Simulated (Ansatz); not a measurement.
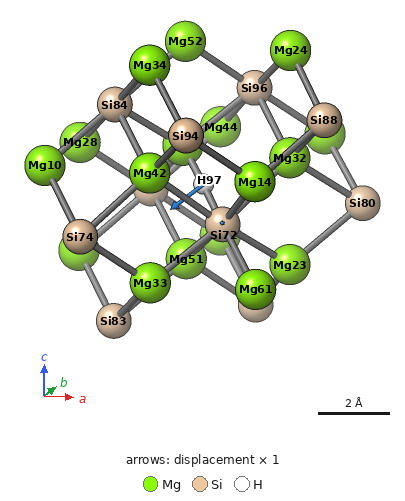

A relaxation of a defect cell of composition Mg64Si32H. The starting structure is drawn; blue arrows show the displacements, at their true length.

The picture is a ball-and-stick view of the atoms within 5.0 Å of the atom that moves most (axes of the cell of the calculation (origin shifted)), seen slightly off an axis.

Method: DFT, PBEsol, PAW, plane waves (Ansatz 0.2.0). Set-up: plane-wave cutoff 420 eV; k-point mesh 1 × 1 × 1; mesh shifted by (0.25, 0.25, 0.25); collinear spin; atoms relaxed in a fixed cell; force threshold 0.03 eV/Å; at most 80 steps.

What happened in the run?

Answer. After 11 geometry steps the energy has fallen by 1.218 eV per cell of the calculation. Largest force component: 1.9 eV/Å at the start, 0.02 eV/Å at the end. The largest move is that of the H atom, 1.23 Å along [−1 −1 −1]. Largest moves by element: H 1.23 Å, Si 0.13 Å, Mg 0.09 Å. The cell doesn't change. Near-neighbour distances that change, for instance: H–Mg 1.536 → 2.153 Å, H–Mg 2.635 → 2.299 Å, H–Mg 2.629 → 2.318 Å, Mg–Si 2.565 → 2.763 Å. Among the angles between lasting bonds that change: Mg–H–Si 177.6° → 99.0°, Si–Mg–H 105.2° → 141.4°, Si–Mg–H 106.7° → 88.5°.
